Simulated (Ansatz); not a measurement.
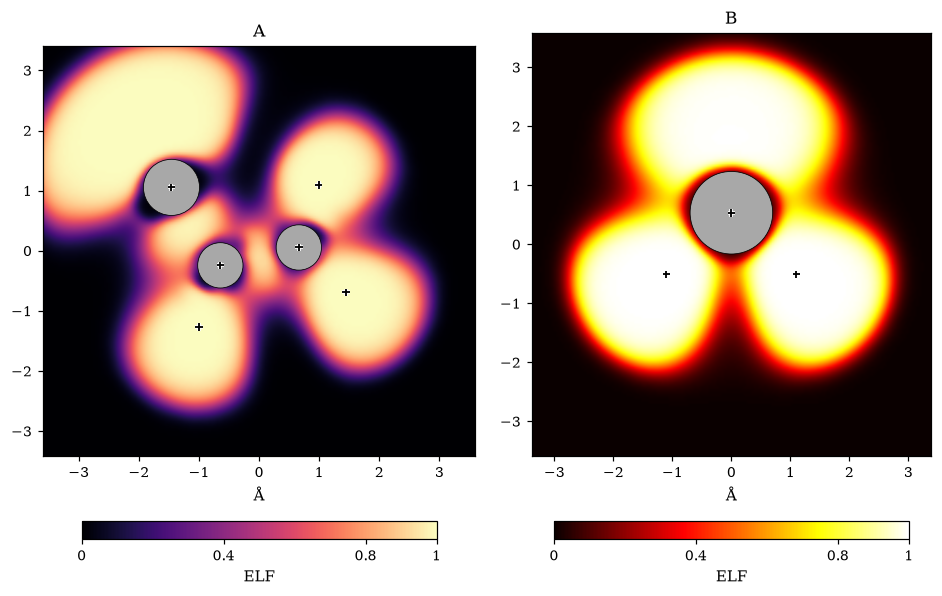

The electron localisation function of 2 systems, each on a plane through atoms (crosses mark nuclei in the plane; grey discs cover the cores).

Method: RKS PBE0-D4/def2-TZVPP (Ansatz).

System 1: H₂Si···HF, the plane of atoms H4, Si1 and H5. The reactant side of a reaction path; geometry: PBE0-D4/def2-TZVP.

```yaml
atoms:
  - { symbol: Si, position_ang: [-0.7291, 0.0411, 0.6638] }
  - { symbol: H, position_ang: [0.3498, -1.3435, -1.2338] }
  - { symbol: F, position_ang: [0.7015, -0.5249, -0.9742] }
  - { symbol: H, position_ang: [0.4808, 0.4042, 1.5088] }
  - { symbol: H, position_ang: [-0.8029, 1.4231, 0.0356] }
```

System 2: C₂H₃B, the molecular plane. Geometry: PBE0-D4/def2-TZVP.

```json
{"atom": "B", "x (Å)": "-1.6338", "y (Å)": "-0.5258", "z (Å)": "-0.9498"}
{"atom": "C", "x (Å)": "-0.4867", "y (Å)": "-0.9136", "z (Å)": "-0.0138"}
{"atom": "C", "x (Å)": "0.1619", "y (Å)": "0.1929", "z (Å)": "0.3713"}
{"atom": "H", "x (Å)": "1.0184", "y (Å)": "0.1866", "z (Å)": "1.0396"}
{"atom": "H", "x (Å)": "-0.1869", "y (Å)": "-1.9002", "z (Å)": "0.3268"}
{"atom": "H", "x (Å)": "-0.1596", "y (Å)": "1.1715", "z (Å)": "0.0152"}
```

### Which map belongs to which system?

Panel A is system 2, C₂H₃B: the plane holds B, C and H. C–C (1.34 Å): the ELF peaks at about 0.90 between the atoms; a short, multiple covalent bond. Panel B is system 1, H₂Si···HF: the plane holds Si and H. Si–H (1.52 Å): the ELF climbs to about 1 towards the hydrogen, as it does in any bond to H.
